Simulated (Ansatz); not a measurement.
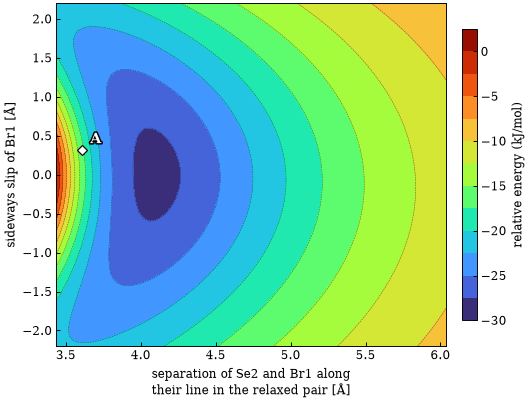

The pair Br···H₂Se, charge −1. Coordinates scanned: (1) separation of Se2 and Br1 along their line in the relaxed pair; (2) sideways slip of Br1. Nothing is relaxed (both partners rigid). The scan uses a 15 × 15 grid. Points are written as (first, second). Energies are in kJ/mol, from the ion and the molecule far apart, frozen as in the relaxed pair, each in its own basis (no counterpoise correction). Level of theory: RHF/def2-TZVPD in Ansatz.

In the figure: filled contours, the point A. Between grid points the surface is interpolated.

Q: Which way does the force act at A, and how strong is it?

A: A, at (3.608 Å, 0.314 Å), is not a stationary point. The computed force is 62 kJ/mol for each Å towards larger values of the first coordinate and 4.7 kJ/mol for each Å towards larger values of sideways slip of Br1.
